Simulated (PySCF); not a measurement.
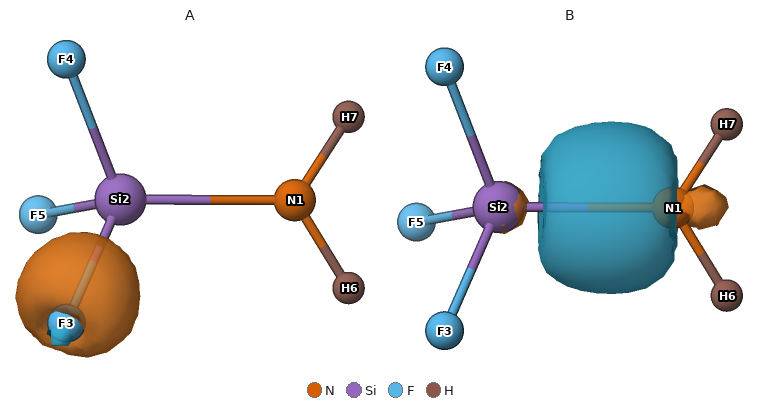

Figure 1: F3H2NSi, SMILES `N[Si](F)(F)F`. Intrinsic bond orbitals (IBO), occupied; each surface holds about 70 % of the orbital's density. Energies are diagonal elements of the Fock matrix.

Method: TPSSh/def2-TZVP; geometry: GFN2-xTB; program: PySCF. No frequency check shows the geometry to be a minimum.

**What does each orbital represent in a Lewis picture?**

By panel:
- A: pair mostly on F3, shared in part with Si2 (F3 83 %, Si2 16 %; −25.7 eV)
- B: σ bond N1–Si2 (N1 72 %, Si2 27 %; −16.1 eV)

**How do all the valence pairs divide up?**

16 pairs: 10 lone pairs, 3 strongly polarised pairs and 3 σ bonds.

Cost of the run: 37 s on 1 thread of Arm Neoverse V2, with other jobs on the host, peak memory 0.71 GiB.
